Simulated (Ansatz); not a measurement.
**CH₉NOSi₂: geometry relaxation (part 2 of 2)**

CH₉NOSi₂; RKS PBE0-D4/def2-TZVP (Ansatz 0.2.0). The geometry: PBE-D4/def2-SVP start.

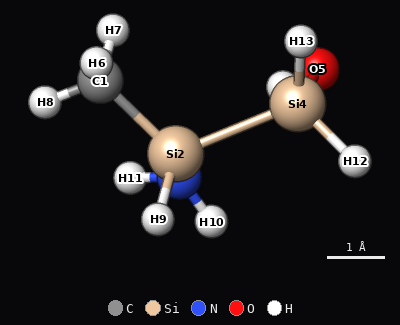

Figure 1. The geometry at step 7 of the log (ball-and-stick view, seen at a tilt; atoms are numbered from 1 in the order of the input).

**Trajectory as extended XYZ, continued**
```
14
Properties=species:S:1:pos:R:3:forces:R:3 step=2 energy=-20468.95500
C    -1.4044   -0.2942    1.2992   -0.0228   0.0289  -0.0042
Si    0.3198    0.1554    0.7076    0.0469  -0.4463  -0.0150
N     1.0186   -1.3380    0.0484    0.0387   0.1824   0.2680
Si    0.2755    1.3996   -1.2835   -0.0399  -0.2121  -0.4912
O     0.1788    0.1501   -2.3988    0.1794  -0.0080   0.7525
H    -1.9235    0.5917    1.6850    0.0663  -0.1190  -0.0545
H    -1.9972   -0.7010    0.4704    0.0754   0.0556   0.1231
H    -1.3713   -1.0409    2.1036    0.0125   0.1083  -0.1175
H     1.1078    0.7176    1.8516   -0.0382   0.0141  -0.0711
H     2.0225   -1.3347   -0.1054   -0.1754   0.0064   0.0028
H     0.7768   -2.1982    0.5306    0.0098   0.1590  -0.0998
H     1.4884    2.2394   -1.5333   -0.0449  -0.0456   0.0588
H    -0.9067    2.2975   -1.4358    0.0361  -0.0490   0.0340
H     0.4021   -0.6733   -1.9108   -0.1438   0.3254  -0.3858
14
Properties=species:S:1:pos:R:3:forces:R:3 step=3 energy=-20468.97577
C    -1.4009   -0.2919    1.2963    0.0735  -0.0021  -0.0085
Si    0.3177    0.1393    0.7032    0.0171  -0.0588  -0.1006
N     1.0258   -1.3374    0.0651   -0.0743   0.1008   0.1097
Si    0.2730    1.3892   -1.2830   -0.0167  -0.1120  -0.1444
O     0.1847    0.1692   -2.4123    0.0121   0.1798   0.2159
H    -1.9137    0.5940    1.6712   -0.0248   0.0653   0.0219
H    -1.9946   -0.7052    0.4805   -0.0440  -0.0306  -0.0516
H    -1.3648   -1.0245    2.1039   -0.0110  -0.0566   0.0658
H     1.1019    0.7322    1.8256    0.0125   0.0294   0.0515
H     2.0241   -1.3338   -0.0831    0.0756  -0.0034  -0.0538
H     0.7752   -2.1950    0.5339   -0.0301  -0.0899   0.0201
H     1.4896    2.2214   -1.4973    0.0219   0.0522  -0.0085
H    -0.9108    2.2778   -1.4165   -0.0252   0.0511  -0.0122
H     0.3797   -0.6642   -1.9588    0.0134  -0.1251  -0.1052
14
Properties=species:S:1:pos:R:3:forces:R:3 step=4 energy=-20468.98217
C    -1.3980   -0.2968    1.3026    0.0107   0.0060  -0.0160
Si    0.3153    0.1288    0.6942    0.0186  -0.0132  -0.0091
N     1.0199   -1.3581    0.0931    0.0095   0.0727   0.0040
Si    0.2719    1.3916   -1.2884   -0.0066   0.0168  -0.0212
O     0.1882    0.1990   -2.4385    0.0373  -0.0182   0.1095
H    -1.9092    0.5965    1.6638   -0.0271   0.0442   0.0197
H    -1.9964   -0.7257    0.4974   -0.0346  -0.0211  -0.0317
H    -1.3580   -1.0150    2.1242    0.0011  -0.0299   0.0398
H     1.0934    0.7417    1.8126    0.0101   0.0297   0.0287
H     2.0147   -1.3581   -0.0813    0.0273  -0.0230  -0.0242
H     0.7726   -2.2092    0.5764   -0.0115  -0.0426   0.0009
H     1.4818    2.2387   -1.4909    0.0253   0.0213   0.0078
H    -0.9097    2.2864   -1.4141   -0.0256   0.0152  -0.0008
H     0.4003   -0.6489   -2.0223   -0.0345  -0.0579  -0.1074
14
Properties=species:S:1:pos:R:3:forces:R:3 step=5 energy=-20468.98474
C    -1.3998   -0.2974    1.3102   -0.0272  -0.0175   0.0017
Si    0.3149    0.1238    0.7001    0.0089   0.0194  -0.0372
N     1.0254   -1.3597    0.1075    0.0394  -0.0225   0.0087
Si    0.2749    1.3810   -1.2883   -0.0003   0.1316   0.0293
O     0.1957    0.2172   -2.4649    0.0472  -0.1793   0.1128
H    -1.9125    0.6023    1.6583   -0.0006  -0.0002   0.0021
H    -1.9992   -0.7391    0.5104    0.0005   0.0026   0.0072
H    -1.3611   -1.0041    2.1441   -0.0003   0.0079  -0.0043
H     1.0847    0.7553    1.8177   -0.0066   0.0060  -0.0105
H     2.0179   -1.3603   -0.0852   -0.0390  -0.0219   0.0001
H     0.7785   -2.2158    0.5842    0.0222   0.0069  -0.0112
H     1.4840    2.2376   -1.4713    0.0084  -0.0155   0.0005
H    -0.9041    2.2831   -1.4095   -0.0117  -0.0099   0.0030
H     0.3879   -0.6530   -2.0846   -0.0410   0.0923  -0.1022
14
Properties=species:S:1:pos:R:3:forces:R:3 step=6 energy=-20468.98539
C    -1.4047   -0.3010    1.2954   -0.0195   0.0851   0.0294
Si    0.3178    0.1204    0.7045   -0.0028  -0.0487  -0.0450
N     1.0430   -1.3624    0.1251   -0.0207   0.0092   0.0223
Si    0.2763    1.3775   -1.2807    0.0111   0.0605   0.0375
O     0.1607    0.2199   -2.4590    0.0279  -0.1808   0.0238
H    -1.9026    0.6001    1.6640    0.0113  -0.0127  -0.0037
H    -2.0114   -0.7064    0.4827    0.0132  -0.0434   0.0132
H    -1.3804   -1.0224    2.1164   -0.0095  -0.0292  -0.0185
H     1.0700    0.7642    1.8259   -0.0011   0.0080   0.0102
H     2.0271   -1.3470   -0.0985    0.0405   0.0104  -0.0261
H     0.8369   -2.2146    0.6266   -0.0265   0.0058   0.0065
H     1.4982    2.2092   -1.4780    0.0255   0.0102  -0.0046
H    -0.8899    2.2954   -1.3887   -0.0215   0.0131   0.0066
H     0.3460   -0.6620   -2.1070   -0.0278   0.1124  -0.0515
14
Properties=species:S:1:pos:R:3:forces:R:3 step=7 energy=-20468.98652
C    -1.4051   -0.3018    1.2989   -0.0057   0.0055  -0.0059
Si    0.3148    0.1229    0.7021    0.0323   0.0066   0.0044
N     1.0411   -1.3578    0.1241   -0.0131   0.0057  -0.0098
Si    0.2823    1.3836   -1.2812   -0.0094  -0.0115   0.0069
O     0.1650    0.2161   -2.4527    0.0000   0.0021  -0.0097
H    -1.9145    0.5966    1.6551    0.0013   0.0016   0.0006
H    -2.0029   -0.7303    0.4916   -0.0060  -0.0116  -0.0003
H    -1.3744   -1.0169    2.1256    0.0045  -0.0028  -0.0026
H     1.0658    0.7681    1.8243   -0.0010   0.0016   0.0060
H     2.0242   -1.3470   -0.1073   -0.0046  -0.0021   0.0026
H     0.8243   -2.2125    0.6162    0.0030  -0.0060   0.0081
H     1.5081    2.2104   -1.4846   -0.0012  -0.0004   0.0040
H    -0.8849    2.3023   -1.3870    0.0010   0.0057  -0.0095
H     0.3434   -0.6627   -2.0963   -0.0010   0.0058   0.0052
14
Properties=species:S:1:pos:R:3:forces:R:3 step=8 energy=-20468.98668
C    -1.4045   -0.3027    1.2985    0.0095   0.0001   0.0000
Si    0.3162    0.1236    0.7025   -0.0152  -0.0077  -0.0041
N     1.0376   -1.3592    0.1231   -0.0063   0.0132  -0.0027
Si    0.2818    1.3847   -1.2811    0.0075   0.0017  -0.0013
O     0.1659    0.2187   -2.4543    0.0001   0.0043  -0.0001
H    -1.9179    0.5959    1.6482   -0.0030   0.0030   0.0034
H    -2.0005   -0.7414    0.4952    0.0036  -0.0018  -0.0027
H    -1.3696   -1.0116    2.1304   -0.0015  -0.0008   0.0015
H     1.0658    0.7663    1.8273    0.0013   0.0031  -0.0019
H     2.0196   -1.3488   -0.1124    0.0072  -0.0031  -0.0018
H     0.8250   -2.2112    0.6217   -0.0008  -0.0043   0.0039
H     1.5092    2.2102   -1.4807    0.0003  -0.0008   0.0012
H    -0.8825    2.3065   -1.3928   -0.0019   0.0000   0.0030
H     0.3410   -0.6601   -2.0969   -0.0007  -0.0069   0.0014
14
Properties=species:S:1:pos:R:3:forces:R:3 step=9 energy=-20468.98671
C    -1.4045   -0.3034    1.2992   -0.0002   0.0013   0.0001
Si    0.3152    0.1239    0.7022   -0.0028   0.0033  -0.0027
N     1.0367   -1.3586    0.1231    0.0032  -0.0051  -0.0006
Si    0.2829    1.3849   -1.2813   -0.0008  -0.0021   0.0015
O     0.1667    0.2193   -2.4548    0.0004   0.0015  -0.0012
H    -1.9199    0.5946    1.6479    0.0004  -0.0013   0.0000
H    -1.9992   -0.7443    0.4959    0.0016  -0.0004   0.0004
H    -1.3687   -1.0115    2.1317   -0.0006  -0.0007   0.0007
H     1.0652    0.7687    1.8255    0.0006   0.0003   0.0005
H     2.0186   -1.3490   -0.1138   -0.0028   0.0011   0.0003
H     0.8248   -2.2105    0.6227   -0.0002   0.0023  -0.0001
H     1.5112    2.2093   -1.4797    0.0010   0.0001   0.0001
H    -0.8808    2.3076   -1.3924    0.0003   0.0005   0.0002
H     0.3389   -0.6602   -2.0974   -0.0003  -0.0010   0.0008
14
Properties=species:S:1:pos:R:3:forces:R:3 step=10 energy=-20468.98672
C    -1.4045   -0.3040    1.2995   -0.0013   0.0007  -0.0003
Si    0.3147    0.1242    0.7019   -0.0006   0.0010   0.0010
N     1.0362   -1.3586    0.1235    0.0031  -0.0050  -0.0007
Si    0.2834    1.3851   -1.2815   -0.0007  -0.0013  -0.0002
O     0.1669    0.2201   -2.4557   -0.0001   0.0010  -0.0001
H    -1.9211    0.5938    1.6471    0.0003  -0.0013  -0.0005
H    -1.9983   -0.7468    0.4966    0.0003   0.0004   0.0006
H    -1.3680   -1.0111    2.1329    0.0003   0.0001   0.0000
H     1.0646    0.7694    1.8250    0.0003   0.0006   0.0000
H     2.0177   -1.3490   -0.1150   -0.0025   0.0016   0.0003
H     0.8255   -2.2099    0.6246   -0.0002   0.0025  -0.0008
H     1.5125    2.2084   -1.4790    0.0004  -0.0001   0.0001
H    -0.8795    2.3089   -1.3925    0.0005   0.0001   0.0001
H     0.3371   -0.6599   -2.0986    0.0002  -0.0003   0.0004
14
Properties=species:S:1:pos:R:3:forces:R:3 step=11 energy=-20468.98672
C    -1.4048   -0.3043    1.2996    0.0004   0.0000   0.0005
Si    0.3144    0.1242    0.7020   -0.0008   0.0008  -0.0011
N     1.0361   -1.3585    0.1235    0.0003  -0.0026   0.0010
Si    0.2836    1.3849   -1.2814    0.0000  -0.0001  -0.0004
O     0.1665    0.2204   -2.4560   -0.0005   0.0005   0.0001
H    -1.9220    0.5933    1.6467    0.0002  -0.0003  -0.0002
H    -1.9982   -0.7480    0.4970    0.0003   0.0003   0.0001
H    -1.3680   -1.0109    2.1334   -0.0001   0.0001   0.0000
H     1.0643    0.7701    1.8248   -0.0003  -0.0006   0.0003
H     2.0172   -1.3482   -0.1162    0.0001   0.0013   0.0000
H     0.8267   -2.2095    0.6256   -0.0002   0.0006  -0.0004
H     1.5136    2.2072   -1.4784    0.0001   0.0000  -0.0001
H    -0.8783    2.3098   -1.3925    0.0002   0.0000  -0.0001
H     0.3360   -0.6599   -2.0993    0.0002   0.0000   0.0004
```

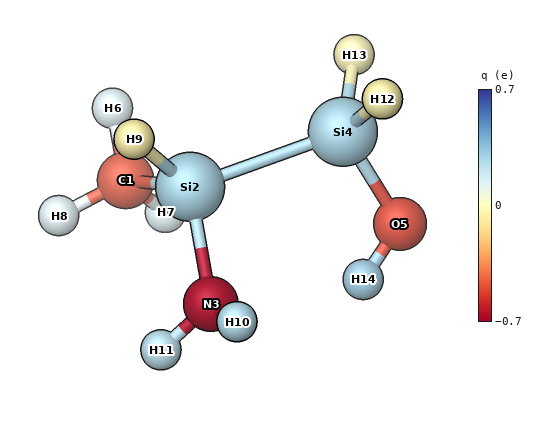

Figure 2. Mulliken charges, as the colour of each atom (ball-and-stick view, seen at a tilt; atoms are numbered from 1 in the order of the input). By element: C −0.49, Si +0.29, N −0.67, O −0.52 and H −0.05 to +0.33 e.

This output came from the following input.

**The input**
```yaml
crystal:
  periodic: [false, false, false]
  atoms:
    - {symbol: C, position_ang: [-1.408827, -0.290011, 1.290507]}
    - {symbol: Si, position_ang: [0.331999, 0.170410, 0.720012]}
    - {symbol: N, position_ang: [1.025299, -1.321259, 0.017279]}
    - {symbol: Si, position_ang: [0.278174, 1.406241, -1.292093]}
    - {symbol: O, position_ang: [0.160275, 0.094261, -2.352329]}
    - {symbol: H, position_ang: [-1.937510, 0.598846, 1.689715]}
    - {symbol: H, position_ang: [-1.998272, -0.685857, 0.438747]}
    - {symbol: H, position_ang: [-1.386219, -1.058797, 2.090620]}
    - {symbol: H, position_ang: [1.117276, 0.727832, 1.887673]}
    - {symbol: H, position_ang: [2.038294, -1.317590, -0.149044]}
    - {symbol: H, position_ang: [0.782864, -2.201871, 0.486034]}
    - {symbol: H, position_ang: [1.510369, 2.246670, -1.538985]}
    - {symbol: H, position_ang: [-0.915941, 2.313520, -1.439822]}
    - {symbol: H, position_ang: [0.389319, -0.711595, -1.819514]}
basis:
  gaussian: {orbitals: def2-TZVP}
hamiltonian: {xc: pbe0, dispersion: d4}
relax: {f_tol: 0.005, max_steps: 150}
```

Command:
```bash
ansatz run in.yaml --threads 4 --pin off --events-out ev --progress --plain --max-ram 10444MiB
```

**Results in brief**

```csv
quantity,value
outcome,converged
total energy,−20468.9868 eV
mean-field energy,−20468.7135 eV
dispersion energy,−0.2733 eV
SCF solution under orbital rotations,stable
largest force (length of the vector) at the end,0.003 eV/Å
dipole moment,2.93 D
hardware,"4 threads of Intel Xeon, 15 GiB of memory available, shared host"
wall time,34 s (CPU time 2.1 min)
peak memory,0.66 GiB
```
